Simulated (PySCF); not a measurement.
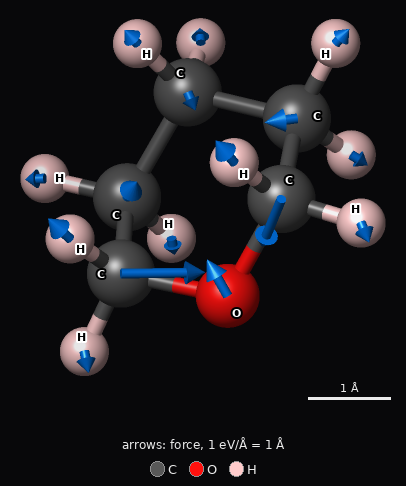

Starting geometry of C5H10O with the computed forces as blue arrows. Style: ball-and-stick. Shown from a free direction.

The start comes from MMFF94s.

Theory: PBE0-D3(BJ)/def2-SVP geometry optimisation, gas phase (PySCF 2.14.0, density-fitted response routines). 

**Is this structure relaxed? If not, where do the atoms go?**

It isn't relaxed: the largest force vector, on C atoms, is 1.06 eV/Å. The final displacements follow the starting forces only in part (cosine between the two patterns 0.44). The largest move after the best rigid fit is that of an H atom, 0.044 Å. By element the largest moves are H 0.044 Å, C 0.022 Å, O 0.017 Å. Among the contacts that change: C–O 1.428 → 1.403 Å, C–H 1.097 → 1.106 Å. After 6 geometry steps the energy has fallen by 1.05 kcal/mol.
